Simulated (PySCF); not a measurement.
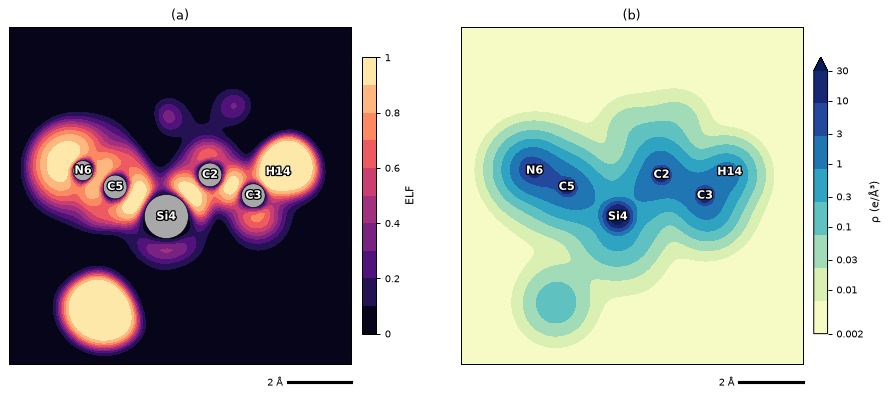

Figure. C$_{5}$H$_{13}$NOSi$_{2}$. (a) electron localisation function; (b) total electron density on the plane of atoms C2, Si4 and C5. Grey discs cover the atomic cores in the ELF map.

Geometry: GFN2-xTB.

Computed with PySCF 2.14.0, PBE0/pcSseg-1, SCF density, gas phase, non-relativistic.

```xyz
22

C    -1.8735   -1.0911    0.8555
C    -1.7524   -0.2464   -0.4125
C    -2.4420    1.1019   -0.2183
Si    0.0703   -0.0052   -0.9388
C     0.8214   -1.7205   -1.0482
N     1.3507   -2.7376   -1.0728
C     1.1181    0.9478    0.3176
Si    3.0084    0.7188    0.1461
O     3.4638   -0.7958    0.4801
H    -2.9210   -1.2442    1.1129
H    -1.3912   -0.5982    1.6979
H    -1.4107   -2.0667    0.7181
H    -2.2774   -0.7772   -1.2148
H    -3.4900    0.9631    0.0447
H    -1.9658    1.6649    0.5824
H    -2.3969    1.6965   -1.1284
H     0.1629    0.5386   -2.3014
H     0.8817    2.0077    0.2352
H     0.8313    0.6508    1.3277
H     3.3865    1.1136   -1.2132
H     3.7121    1.4672    1.1791
H     3.1034   -1.5686    0.0485
```

Interpret the plot.

- Atoms in the plane: C, Si, N and H.
- C–N (1.15 Å): ρ at the midpoint is about 3.6 e/Å³; the ELF peaks at about 0.90 between the atoms: a short, multiple covalent bond.
- C–C (1.53 Å): ρ at the midpoint is about 1.6 e/Å³; the ELF peaks at about 0.95 between the atoms, as expected for localised, covalent bonding.
- C–Si (1.88 Å): ρ is about 0.87 e/Å³ halfway; the ELF peaks at about 1 between the atoms; localised, covalent bonding.
- C–H (1.09 Å): ρ is about 2 e/Å³ halfway; the ELF climbs to about 1 towards the hydrogen, as it does in any bond to H; an ordinary covalent bond to hydrogen.
- The ELF also peaks beside N6, away from the bonds: lone-pair regions.
